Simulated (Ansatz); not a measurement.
# triplet H3S+: levels of theory compared

Aim: a comparison of 6 runs (U-wB97X/6-31G, UB3LYP/6-31G, UBHLYP/3-21G, UBCCD(T)/3-21G, UCCSDT(Q)/3-21G, UCCSDT(Q)/6-31G) of triplet H3S+. 

The calculation is run with Ansatz 0.2.0.

9 further runs of the same task are left out: 7 that didn't finish, 2 set aside as unsound or not needed.

## 1. The system as given

The species is H3S+ (4 atoms), meant as a triplet with charge +1. SMILES of the parent species: `[SH3+]`. Geometry: relaxed at GFN2-xTB. That shape belongs to the parent species and isn't relaxed for this state.

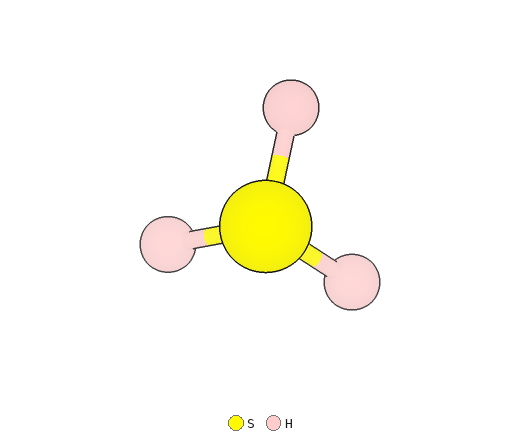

The structure, seen from a chosen angle (sulfur yellow, hydrogen pink).

## 2. A single-point energy at U-wB97X/6-31G (run 1)

The input, in.yaml:

```yaml
crystal:
  periodic: [false, false, false]
  atoms:
    - {symbol: S, position_ang: [0.301620, -0.100910, -0.445950]}
    - {symbol: H, position_ang: [0.848020, 0.280920, 0.734350]}
    - {symbol: H, position_ang: [-0.494150, -1.037930, 0.125030]}
    - {symbol: H, position_ang: [-0.655500, 0.857920, -0.413440]}
basis:
  gaussian:
    orbitals: 6-31G
total_charge: 1
magnetization:
  spin_polarized: true
  initial_magnetization: 2
hamiltonian:
  xc: {name: wB97X}
accuracy: high
```

On the command line:

```console
ansatz run in.yaml --threads 1 --pin off --max-ram 2610MiB --events-out events.jsonl --progress --plain --runs-dir runs
```

What it wrote:

```text
Warning: RAYON_NUM_THREADS=1 ignored (pool sized by the plan → 1); use --threads N
Functional definition: wB97X
  name "wB97X"
  parameter omega = 0.3/bohr
  parameter cx = 0.157706
  parameter cx1 = 0.726479
  parameter cx2 = 1.04760
  parameter cx3 = -5.70635
  parameter cx4 = 13.2794
  parameter css1 = -4.33879
  parameter css2 = 18.2308
  parameter css3 = -31.7430
  parameter css4 = 17.2901
  parameter cos1 = 2.37031
  parameter cos2 = -11.3995
  parameter cos3 = 6.58405
  parameter cos4 = -3.78132
  exchange = spin_sum(e_x_unif_sr(omega)*poly(b97_u_x, 1 - cx, cx1, cx2, cx3, cx4)) + cx*exact_x_sr(omega)
      + exact_x_lr(omega)
  correlation = spin_sum(e_c_pw_same_spin*poly(b97_u_same, 1, css1, css2, css3, css4))
      + integral(e_c_pw_opposite_spin*poly(b97_u_opposite, 1, cos1, cos2, cos3, cos4))
410 factors; integrals over basis functions are off by at most 3.6e-9 eV
167 factors; integrals over basis functions are off by at most 1.1e-9 eV
mean field evaluation 1: about -10863.7243 eV, gradient 6.1e0 eV
mean field evaluation 2: about -10864.0002 eV, gradient 1.7e0 eV
mean field evaluation 4: about -10864.0248 eV, gradient 5.2e-1 eV
mean field evaluation 8: about -10864.1060 eV, gradient 3.1e-2 eV
mean field evaluation 16: about -10864.1061 eV, gradient 2.2e-4 eV
mean field evaluation 32: about -10864.1091 eV, gradient 5.7e-5 eV
mean field evaluation 64: about -10864.1080 eV, gradient 1.5e-6 eV
mean field -10864.10909083 eV, -399.2486451303 hartree, gradient 4.9e-8 eV, S^2 2.002475; 4 other end points of the search recorded, 0 dependent functions left out
reference -10864.10909001 eV, -399.2486451004 hartree; 10, 8 occupied and 9, 11 virtual orbitals, 410 factors
Total energy: -10864.10909001 eV, -399.2486451004 hartree
```

Run time: 38 s. Hardware: 1 thread of Arm Neoverse V2, shared host; peak memory 0.28 GiB.

## 3. The energy at UB3LYP/6-31G (run 2)

The input, input.yaml:

```yaml
crystal:
  periodic: [false, false, false]
  atoms:
    - {symbol: S, position_ang: [0.301620, -0.100910, -0.445950]}
    - {symbol: H, position_ang: [0.848020, 0.280920, 0.734350]}
    - {symbol: H, position_ang: [-0.494150, -1.037930, 0.125030]}
    - {symbol: H, position_ang: [-0.655500, 0.857920, -0.413440]}
basis:
  gaussian:
    orbitals: 6-31G
total_charge: 1
accuracy: high
magnetization:
  spin_polarized: true
  initial_magnetization: 2
hamiltonian:
  xc: {name: B3LYP}
```

On the command line:

```console
ansatz run input.yaml --threads 1 --pin off --max-ram 2610MiB --events-out events.jsonl --progress --plain --runs-dir runs
```

What it wrote, shortened:

```text
Warning: RAYON_NUM_THREADS=1 ignored (pool sized by the plan → 1); use --threads N
Functional definition: B3LYP
  name "B3LYP"
[...]
410 factors; integrals over basis functions are off by at most 3.6e-9 eV
[...]
mean field -10865.18873426 eV, -399.2883212945 hartree, gradient 7.8e-8 eV, S^2 2.001945; 5 other end points of the search recorded, 0 dependent functions left out
reference -10865.18876145 eV, -399.2883222937 hartree; 10, 8 occupied and 9, 11 virtual orbitals, 410 factors
Total energy: -10865.18876145 eV, -399.2883222937 hartree
```

Wall time 13 s (1 thread of Arm Neoverse V2, shared host); peak memory 0.1 GiB.

## 4. A single-point energy at UBHLYP/3-21G (run 3)

The input, job.yaml:

```yaml
crystal:
  periodic: [false, false, false]
  atoms:
    - {symbol: S, position_ang: [0.301620, -0.100910, -0.445950]}
    - {symbol: H, position_ang: [0.848020, 0.280920, 0.734350]}
    - {symbol: H, position_ang: [-0.494150, -1.037930, 0.125030]}
    - {symbol: H, position_ang: [-0.655500, 0.857920, -0.413440]}
basis:
  gaussian: {orbitals: 3-21G.json}
total_charge: 1
magnetization: {spin_polarized: true, initial_magnetization: 2}
hamiltonian: {xc: {name: BHLYP}}
accuracy: high
```

The basis set 3-21G is read from a file made from the Basis Set Exchange's data (not shown).

On the command line:

```console
ansatz run job.yaml --threads 1 --pin off --max-ram 2610MiB --events-out events.jsonl --progress --plain --runs-dir runs
```

What it wrote:

```text
Warning: RAYON_NUM_THREADS=1 ignored (pool sized by the plan → 1); use --threads N
Functional definition: BHLYP
  name "BHLYP"
  parameter a = 0.5
  exchange = (1 - a)*b88_x + a*exact_x
  correlation = lyp_c
362 factors; integrals over basis functions are off by at most 4.2e-9 eV
mean field evaluation 1: about -10811.2402 eV, gradient 6.9e0 eV
mean field evaluation 2: about -10811.5152 eV, gradient 3.2e0 eV
mean field evaluation 4: about -10811.5858 eV, gradient 2.3e-1 eV
mean field evaluation 8: about -10811.5873 eV, gradient 1.3e-2 eV
mean field evaluation 16: about -10811.5873 eV, gradient 1.8e-3 eV
mean field evaluation 32: about -10811.5882 eV, gradient 3.4e-6 eV
mean field evaluation 64: about -10811.5868 eV, gradient 4.6e-3 eV
mean field -10811.58821411 eV, -397.3185385110 hartree, gradient 4.4e-8 eV, S^2 2.003639; 4 other end points of the search recorded, 0 dependent functions left out
reference -10811.58823095 eV, -397.3185391297 hartree; 10, 8 occupied and 9, 11 virtual orbitals, 362 factors
Total energy: -10811.58823095 eV, -397.3185391297 hartree
```

Wall time 11 s (1 thread of Arm Neoverse V2, shared host); peak memory 0.1 GiB.

Runs 4 to 5 aren't shown in full; the table further down has their settings and results.

## 5. The energy at UCCSDT(Q)/6-31G (run 6)

The input, job.yaml:

```yaml
crystal:
  periodic: [false, false, false]
  atoms:
    - symbol: S
      position_ang: [0.301620, -0.100910, -0.445950]
    - symbol: H
      position_ang: [0.848020, 0.280920, 0.734350]
    - symbol: H
      position_ang: [-0.494150, -1.037930, 0.125030]
    - symbol: H
      position_ang: [-0.655500, 0.857920, -0.413440]
basis:
  gaussian:
    orbitals: 6-31G
total_charge: 1
magnetization:
  spin_polarized: true
  initial_magnetization: 2
correlation:
  method: ccsdt_q
  frozen_orbitals: {H: 0, S: 5}
accuracy: high
scf:
  omitted_lower_state_checks: [cluster_reference, increment]
```

On the command line:

```console
ansatz run job.yaml --threads 1 --pin off --max-ram 2610MiB --events-out events.jsonl --progress --plain --runs-dir runs
```

What it wrote:

```text
Warning: RAYON_NUM_THREADS=1 ignored (pool sized by the plan → 1); use --threads N
[... 13 lines left out ...]
5 core orbitals not correlated: weight in the atoms' cores, before any rotation towards them, 1.000 or more for the frozen orbitals, at most 0.000 for the correlated occupied ones
[... 58 lines left out ...]
Total energy: -10847.45141195 eV, -398.6364867227 hartree
Checks for a lower state left out: cluster_reference, increment
```

Run time: 1.2 s. Hardware: 1 thread of Arm Neoverse V2, shared host.

## 6. All runs side by side

```
run            level  frozen core orbitals  energy (Eh)   ⟨S²⟩  wall time
  1    U-wB97X/6-31G                     –  -399.248645  2.002       38 s
  2     UB3LYP/6-31G                     –  -399.288322  2.002       13 s
  3     UBHLYP/3-21G                     –  -397.318539  2.004       11 s
  4   UBCCD(T)/3-21G                     5  -396.715560  2.011      0.4 s
  5  UCCSDT(Q)/3-21G                     5  -396.716480  2.011      1.1 s
  6  UCCSDT(Q)/6-31G                     5  -398.636487  2.011      1.2 s
```

## 7. Summary of results

| quantity | value |
| --- | --- |
| run 6: total energy | -398.63649 Eh |
| run 6: correlation energy (5 core orbitals frozen) | -73.0 mEh |
| run 6: ⟨S²⟩ of the reference determinant | 2.011 |
| run 6: T1 diagnostic | 0.058 |

In words: Totals of different functionals can't be ranked against each other. All runs together took 65 s, the longest 38 s.
